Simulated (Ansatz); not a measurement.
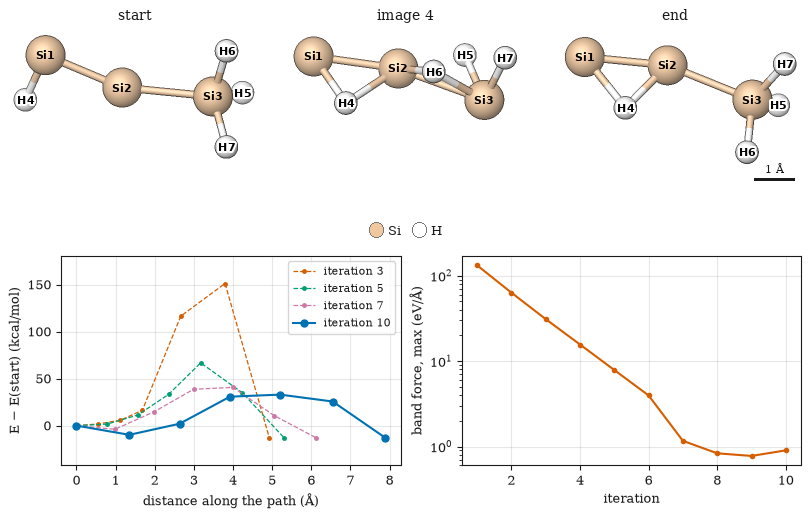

A nudged-elastic-band calculation for Si3H4. Images are numbered from 0 (start) to 6 (end). The plot follows the band through its iterations. A ball-and-stick model, seen at a tilt.

Theory: RKS PBE0-D4/def2-SVP in Ansatz.

The input:
```yaml
crystal:
  periodic: [false, false, false]
  atoms:
    - { symbol: Si, position_ang: [-2.720599, -1.203949, -0.133145] }
    - { symbol: Si, position_ang: [-0.703293, -0.538801, -0.178483] }
    - { symbol: Si, position_ang: [1.163671, 0.802687, 0.24539] }
    - { symbol: H, position_ang: [-2.316722, -2.389614, -1.012688] }
    - { symbol: H, position_ang: [1.729138, 1.382557, -1.009492] }
    - { symbol: H, position_ang: [0.617516, 1.893142, 1.113244] }
    - { symbol: H, position_ang: [2.230289, 0.053978, 0.975174] }
basis:
  gaussian: { orbitals: def2-SVP }
hamiltonian:
  xc: pbe0
  dispersion: d4
neb:
  order_check: false
  images: 5
  f_tol: 0.03
  max_iterations: 10
  final_atoms:
    - { symbol: Si, position_ang: [-2.90701384, -1.35693424, -0.17105819] }
    - { symbol: Si, position_ang: [-1.20818146, -0.14795829, 0.18513972] }
    - { symbol: Si, position_ang: [0.99782763, 0.64257271, 0.17828136] }
    - { symbol: H, position_ang: [-1.265146, -1.53441085, -0.70343493] }
    - { symbol: H, position_ang: [1.04820866, 2.01526846, -0.40629072] }
    - { symbol: H, position_ang: [1.80203377, -0.30054807, -0.65426242] }
    - { symbol: H, position_ang: [1.53227125, 0.68201028, 1.57162518] }
  initial_path:
    images:
      - { positions_ang: [[-2.720599, -1.203949, -0.133145], [-0.703293, -0.538801, -0.178483], [1.163671, 0.802687, 0.24539], [-2.316722, -2.389614, -1.012688], [1.729138, 1.382557, -1.009492], [0.617516, 1.893142, 1.113244], [2.230289, 0.053978, 0.975174]] }
      - { positions_ang: [[-2.70003318, -1.13970245, -0.12253839], [-0.67211031, -0.44687063, -0.14749666], [1.22571754, 0.82694637, 0.21250139], [-2.34540489, -2.36261046, -0.95619847], [1.83028776, 1.38818828, -1.02603844], [0.36134118, 1.59882095, 1.0675149], [2.3002019, 0.13522794, 0.97225567]] }
      - { positions_ang: [[-2.67946735, -1.0754559, -0.11193179], [-0.64092762, -0.35494026, -0.11651031], [1.28776408, 0.85120573, 0.17961278], [-2.37408779, -2.33560692, -0.89970894], [1.93143752, 1.39381957, -1.04258488], [0.10516637, 1.30449991, 1.0217858], [2.3701148, 0.21647787, 0.96933734]] }
      - { positions_ang: [[-2.65890153, -1.01120935, -0.10132518], [-0.60974493, -0.26300989, -0.08552397], [1.34981062, 0.8754651, 0.14672417], [-2.40277068, -2.30860338, -0.84321941], [2.03258728, 1.39945085, -1.05913133], [-0.15100845, 1.01017886, 0.9760567], [2.4400277, 0.29772781, 0.96641902]] }
      - { positions_ang: [[-2.74160563, -1.12645098, -0.12456952], [-0.80922378, -0.22465936, 0.00469726], [1.23248295, 0.7978343, 0.15724324], [-2.02356246, -2.05053921, -0.79662458], [1.70446107, 1.60472339, -0.84151779], [0.50000562, 0.57326988, 0.43261699], [2.13744221, 0.42582197, 1.1681544]] }
      - { positions_ang: [[-2.82430974, -1.24169261, -0.14781386], [-1.00870262, -0.18630882, 0.09491849], [1.11515529, 0.72020351, 0.1677623], [-1.64435423, -1.79247503, -0.75002976], [1.37633487, 1.80999592, -0.62390426], [1.1510197, 0.13636091, -0.11082271], [1.83485673, 0.55391612, 1.36988979]] }
      - { positions_ang: [[-2.90701384, -1.35693424, -0.17105819], [-1.20818146, -0.14795829, 0.18513972], [0.99782763, 0.64257271, 0.17828136], [-1.265146, -1.53441085, -0.70343493], [1.04820866, 2.01526846, -0.40629072], [1.80203377, -0.30054807, -0.65426242], [1.53227125, 0.68201028, 1.57162518]] }
```

Run as
```bash
ansatz run input.yaml --threads 1 --pin off --max-ram 2048MiB --backend cpu --events-out ev --progress --plain --runs-dir out
```

How did the profile develop, and is the result final?

Answer. The result isn't final. The band hadn't converged when the run stopped after 10 iterations. The largest component of the band force went from 130 to 0.9 eV/Å. The barrier read from it is provisional: over the last two iterations the highest image moved from 38.3 kcal/mol to 33.0 kcal/mol. The iteration limit was low. The first iteration put the highest image at 720.9 kcal/mol. Relative to the start the highest point is image 4 at +33.0 kcal/mol and the end lies at −12.9 kcal/mol, but the profile dips to −9.8 kcal/mol at image 1 on the way, so there may be an intermediate minimum, or an end is no minimum.

The run took 96 s on 1 thread of Intel(R) Xeon(R) Platinum 8488C (Sapphire Rapids), with other jobs on the host, peak memory 0.16 GiB.
